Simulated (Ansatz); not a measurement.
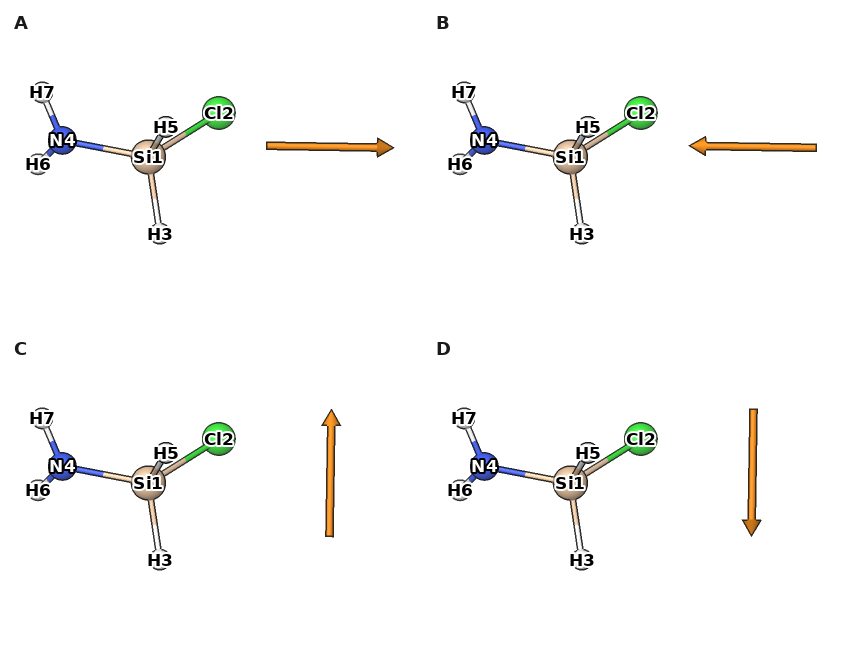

The same molecule four times, each with an arrow. The computed structure is the end point of a PBE0-D4/def2-TZVP optimisation. Level of theory: RKS PBE0-D4/def2-TZVP (Ansatz 0.2.0).

Question: Which arrow points along the dipole moment, from the negative to the positive end?

Answer: B. The dipole moment is 2.02 D; it points from the side of Cl2 to the side of H6, H7 (the outermost atoms at the two ends).
